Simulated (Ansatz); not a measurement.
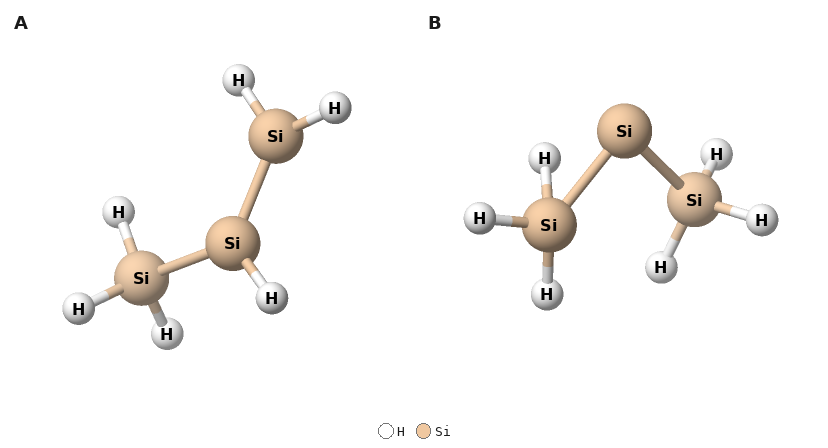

2 stationary structures of one formula. Geometries: PBE0-D4/def2-TZVP. Electronic energies: PBE0-D4/def2-SVP (Ansatz 0.2.0), without zero-point energy. Each is one conformer, not always the lowest.

Question: Which structure is the most stable?

Answer: A is lowest (a minimum); B lies 13.4 kcal/mol above it (a minimum).
